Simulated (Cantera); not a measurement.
Charge: 1 mol SiCl₄, 1.2 mol Cl₂, a varied amount of H₂, 0.75 mol HCl, held at 877 °C and 10500 Torr.

Method: chemical equilibrium by Gibbs-energy minimisation in Cantera with the NASA 1993 tables (ideal gas, pure condensed phases). Candidate condensed phases: Si; 19 gas species. The tables' values for SiCl₃ are old estimates; treat these amounts as uncertain. Equilibrium is a limit: real reactors are often held back by kinetics, nucleation or transport.

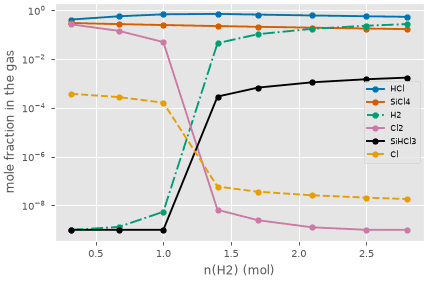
Fig. 1. Equilibrium gas composition (values under 1e-9 drawn at 1e-9)

### Question
Read off the mole fractions at 1 mol H₂.

### Answer
HCl about 0.70, SiCl₄ about 0.25, Cl₂ about 0.051, Cl about 0.00016.
